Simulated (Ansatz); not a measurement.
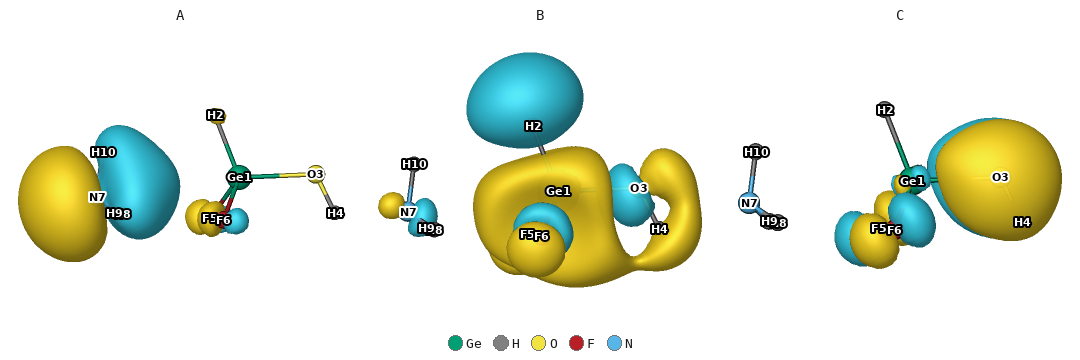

Figure 1: F2GeH2O···NH3. Three frontier orbitals at ±0.08 Å⁻³ᐟ² (yellow and cyan are the two phases), in no order.

Computed with RKS r2SCAN-D4/def2-SVP in Ansatz.

```yaml
atoms:
  - { symbol: Ge, position_ang: [0.3404, -0.1771, 0.1961] }
  - { symbol: H, position_ang: [0.4579, -0.2367, 1.7020] }
  - { symbol: O, position_ang: [1.9341, -0.2989, -0.5067] }
  - { symbol: H, position_ang: [1.9371, -0.2632, -1.4736] }
  - { symbol: F, position_ang: [-0.3938, 1.2822, -0.3833] }
  - { symbol: F, position_ang: [-0.6415, -1.4406, -0.4699] }
  - { symbol: N, position_ang: [-2.7430, 0.0688, 1.2293] }
  - { symbol: H, position_ang: [-2.5523, -0.7530, 0.6568] }
  - { symbol: H, position_ang: [-2.4012, 0.8774, 0.7110] }
  - { symbol: H, position_ang: [-2.1879, -0.0109, 2.0798] }
```

> Order the three orbitals by energy and name them.

C is the HOMO−1 (−8.49 eV). It lies mainly on O3 (about 80 %) and Ge1 (about 10 %); largely a lone pair of O3. A is the HOMO (−6.11 eV). It lies mainly on N7 (about 80 %); largely a lone pair of N7. B is the LUMO (−0.78 eV). It lies mainly on Ge1 (about 40 %), H2 (about 20 %), F5 (about 10 %), F6 (about 10 %) and O3 (about 10 %).

> What is the HOMO–LUMO gap?

5.33 eV between the orbital energies.
